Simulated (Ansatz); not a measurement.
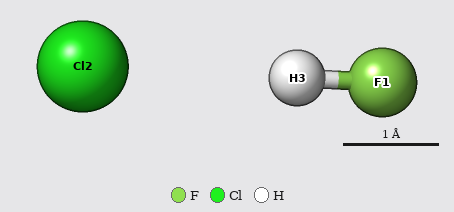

The starting structure (ball-and-stick view, seen at a tilt; atoms are numbered from 1 in the order of the input).

# Geometry relaxation, with input and output: HClF

- system: HClF, multiplicity 2, SMILES F.[Cl]
- method: UKS r2SCAN-D4/def2-TZVPP (Ansatz 0.2.0)

Figures and captions count atoms from 1; the log counts them from 0 in places.

**The program's output**
```
The last accepted step is kept in [file] (removed where the run ends without a failure and the disk answers)
Engine: ansatz 0.2.0, x86_64-unknown-linux-gnu
Functional definition: r2SCAN
  parameter k0 = 0.174
  parameter k1 = 0.065
  parameter a1 = 4.9479
  exchange = r2scan_x(k0 = k0, k1 = k1, a1 = a1)
  correlation = r2scan_c
509 factors; their error is unknown
mean field evaluation 1: about -15252.1043 eV, gradient 2.5e1 eV
mean field evaluation 2: about -15231.3168 eV, gradient 6.9e1 eV
mean field evaluation 4: about -15253.7033 eV, gradient 5.8e0 eV
mean field evaluation 8: about -15253.8271 eV, gradient 1.9e-1 eV
mean field evaluation 16: about -15253.8168 eV, gradient 8.1e-5 eV
mean field evaluation 32: about -15253.8168 eV, gradient 2.8e-1 eV
mean field evaluation 64: about -15253.6369 eV, gradient 7.6e-1 eV
mean field -15253.81678570 eV, -560.5674274660 hartree, gradient 9.5e-6 eV, S^2 0.755819; 8 other end points of the search recorded, 0 dependent functions left out
the calculation of the forces begins
reference -15253.81679144 eV, -560.5674276769 hartree; 14, 13 occupied and 73, 74 virtual orbitals, 509 factors
relax step   1: F+E_penalty+E_count = -15253.82059415 eV  Δ(F+E_penalty+E_count) = +0.000e0 eV  max|allowed force component| = 1.739e-1 eV/Å  Δτ_max = 0.0000 Å  (275 SCF iters, accepted)
these checks for a lower state are left out or cut short: starts, cluster_reference, orbital_swaps, neighbouring_geometries, increment
509 factors; their error is unknown
mean field evaluation 96: about -15253.8170 eV, gradient 3.4e-5 eV
mean field -15253.81703529 eV, -560.5674366385 hartree, gradient 5.5e-6 eV, S^2 0.755820; 0 other end points of the search recorded, 0 dependent functions left out
the calculation of the forces begins
reference -15253.81704104 eV, -560.5674368495 hartree; 14, 13 occupied and 73, 74 virtual orbitals, 509 factors
relax step   2: F+E_penalty+E_count = -15253.82084410 eV  Δ(F+E_penalty+E_count) = -2.499e-4 eV  max|allowed force component| = 4.912e-2 eV/Å  Δτ_max = 0.0015 Å  (57 SCF iters, accepted)
these checks for a lower state are left out or cut short: starts, cluster_reference, orbital_swaps, neighbouring_geometries, increment
509 factors; their error is unknown
mean field -15253.81708287 eV, -560.5674383868 hartree, gradient 6.6e-6 eV, S^2 0.755821; 0 other end points of the search recorded, 0 dependent functions left out
the calculation of the forces begins
reference -15253.81708861 eV, -560.5674385977 hartree; 14, 13 occupied and 73, 74 virtual orbitals, 509 factors
relax step   3: F+E_penalty+E_count = -15253.82089486 eV  Δ(F+E_penalty+E_count) = -5.077e-5 eV  max|allowed force component| = 4.192e-3 eV/Å  Δτ_max = 0.0037 Å  (50 SCF iters, accepted)
these checks for a lower state are left out or cut short: starts, cluster_reference, orbital_swaps, neighbouring_geometries, increment
509 factors; their error is unknown
mean field -15253.81709357 eV, -560.5674387800 hartree, gradient 7.6e-6 eV, S^2 0.755822; 0 other end points of the search recorded, 0 dependent functions left out
the calculation of the forces begins
reference -15253.81709930 eV, -560.5674389906 hartree; 14, 13 occupied and 73, 74 virtual orbitals, 509 factors
relax step   4: F+E_penalty+E_count = -15253.82091025 eV  Δ(F+E_penalty+E_count) = -1.539e-5 eV  max|allowed force component| = 1.354e-3 eV/Å  Δτ_max = 0.0053 Å  (50 SCF iters, accepted)
509 factors; their error is unknown
mean field evaluation 128: about -15253.8171 eV, gradient 7.6e-6 eV
mean field evaluation 160: about -15253.8170 eV, gradient 1.3e-1 eV
mean field evaluation 192: about -15253.6343 eV, gradient 7.6e-1 eV
```

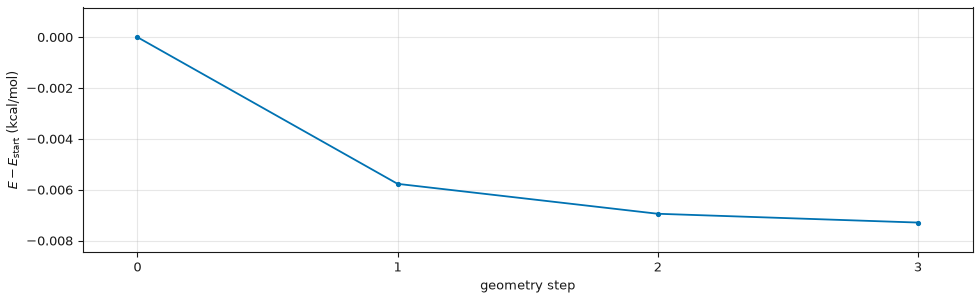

Progress of the relaxation, step by step (the first geometry is step 0 here and step 1 in the log). Cl2 moves most after the best rigid fit: 0.010 Å. Largest moves by element: Cl 0.010 Å, H 0.007 Å, F 0.003 Å. The energy falls by 0.01 kcal/mol in 3 geometry steps. Largest force component: 0.17 eV/Å at the start, 0.0014 eV/Å at the end. (Atoms are counted from 1 in the order of the input.)

```
mean field -15253.81709357 eV, -560.5674387800 hartree, gradient 7.6e-6 eV, S^2 0.755822; 9 other end points of the search recorded, 0 dependent functions left out
the calculation of the forces begins
reference -15253.81709930 eV, -560.5674389906 hartree; 14, 13 occupied and 73, 74 virtual orbitals, 509 factors
Total energy: -15253.82091598 eV, -560.5675792513 hartree
Atom 0 at    -0.000000     0.000000    -1.385128 Å, force     0.000000    -0.000000    -0.001354 eV/Å
Atom 1 at    -0.000000     0.000000     1.843777 Å, force     0.000000    -0.000000     0.000330 eV/Å
Atom 2 at     0.000000    -0.000000    -0.458639 Å, force    -0.000000     0.000000     0.001024 eV/Å
Dipole moment:     0.000000     0.000000     0.502963 e Å
```

**Trajectory as extended XYZ (Å, eV, eV/Å), 4 frames, from step=1 to step=4**
```
3
Properties=species:S:1:pos:R:3:forces:R:3 step=1 energy=-15253.82059
F     0.0000    0.0000   -1.3884    0.0000   0.0000  -0.1681
Cl    0.0000    0.0000    1.8536    0.0000   0.0000  -0.0058
H     0.0000    0.0000   -0.4651    0.0000   0.0000   0.1739
3
Properties=species:S:1:pos:R:3:forces:R:3 step=2 energy=-15253.82084
F     0.0000    0.0000   -1.3891    0.0000   0.0000  -0.0424
Cl    0.0000    0.0000    1.8528    0.0000   0.0000  -0.0067
H     0.0000    0.0000   -0.4636    0.0000   0.0000   0.0491
3
Properties=species:S:1:pos:R:3:forces:R:3 step=3 energy=-15253.82090
F     0.0000    0.0000   -1.3877    0.0000   0.0000   0.0038
Cl    0.0000    0.0000    1.8491    0.0000   0.0000  -0.0042
H     0.0000    0.0000   -0.4613    0.0000   0.0000   0.0004
3
Properties=species:S:1:pos:R:3:forces:R:3 step=4 energy=-15253.82091
F     0.0000    0.0000   -1.3851    0.0000   0.0000  -0.0014
Cl    0.0000    0.0000    1.8438    0.0000   0.0000   0.0003
H     0.0000    0.0000   -0.4586    0.0000   0.0000   0.0010
```

This output came from the following input.

**Input file**
```yaml
crystal:
  periodic: [false, false, false]
  atoms:
    - { symbol: F, position_ang: [0.0, 0.0, -1.38842776] }
    - { symbol: Cl, position_ang: [0.0, 0.0, 1.85358699] }
    - { symbol: H, position_ang: [0.0, 0.0, -0.46514924] }
magnetization:
  spin_polarized: true
  initial_magnetization: 1
basis:
  gaussian: { orbitals: def2-TZVPP }
hamiltonian:
  xc: r2scan
  dispersion: d4
relax:
  f_tol: 0.002
  max_steps: 150
```

Launch command:
```bash
ansatz run input.yaml --threads 2 --pin off --max-ram 5120MiB --backend cpu --events-out ev --progress --plain --runs-dir out
```

**Key numbers**

- outcome: converged
- total energy: −15253.8209 eV
- mean-field energy: −15253.8171 eV
- ⟨S²⟩: 0.756
- SCF solution under orbital rotations: stable
- largest force (length of the vector) at the end: 0.001 eV/Å
- hardware: 2 threads of Oxide Virtual Turin-like (Zen 5), 32 GiB of memory available, shared host
- wall time: 17 s (CPU time 31 s)
- peak memory: 0.18 GiB
